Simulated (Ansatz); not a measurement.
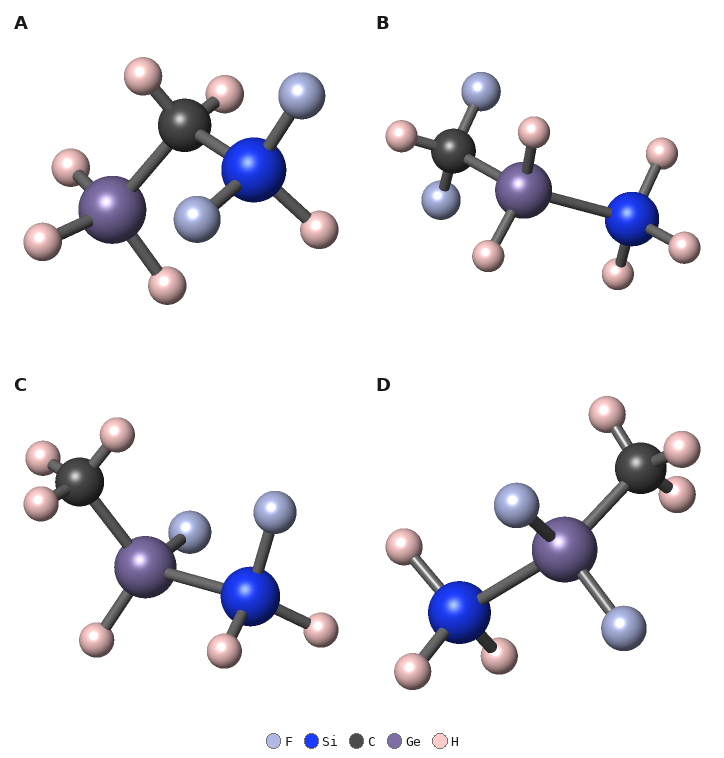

(Drawn from a calculation with Ansatz.)

### Which panel belongs to which SMILES?
(1) F[CH](F)[GeH2][SiH3]
(2) F[SiH](F)[CH2][GeH3]
(3) [CH3][Ge]([F])([F])[SiH3]
(4) [CH3][Ge@@H]([F])[SiH2]F

A is (2), B is (1), C is (4), D is (3).
